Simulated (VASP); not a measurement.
Input:

```
CELL_PARAMETERS angstrom
      0.00000     3.24345     3.24345
      3.24345     0.00000     3.24345
      3.24345     3.24345     0.00000
ATOMIC_POSITIONS crystal
  Na 0.25000 0.25000 0.25000
  Na 0.75000 0.75000 0.75000
  S  0.00000 0.00000 0.00000
```

All values below come from r2SCAN+rVV10, VASP's PBE PAW potentials (set 64) (plane waves; VASP). Numerical set-up: 520 eV cut-off, 7×7×7 Γ-centred mesh, tetrahedra with Blöchl corrections, potentials Na_pv S.

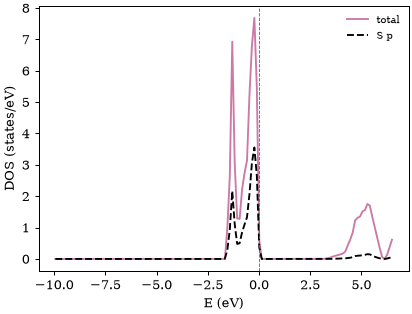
Figure: Total and projected density of states, zero at the valence-band maximum

Within 2 eV below the valence-band maximum the largest weight inside VASP's projection spheres is S p.

The gap is direct, 3.07 eV, from the valence maximum at Γ to the conduction minimum at Γ.

The compound is Na2S in the antifluorite structure. It was relaxed first.
